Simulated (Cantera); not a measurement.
Charge: 1 mol B2O3, 0.75 mol H2O, 0.19 mol H2, at 0.000200 bar.

These are equilibrium values from Cantera (NASA tables, ideal gas, pure condensed phases), not measurements of a reactor. Candidate condensed phases: B, B2O3, B3O3H3, H2O; 23 gas species. Gases not in the tables: H3BO3. The numbers say what is thermodynamically allowed, not how fast it happens.

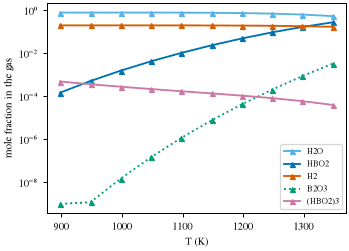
Equilibrium gas composition (values under 1e-9 drawn at 1e-9)

From 898 K to 1348 K the condensed part is B2O3(l).
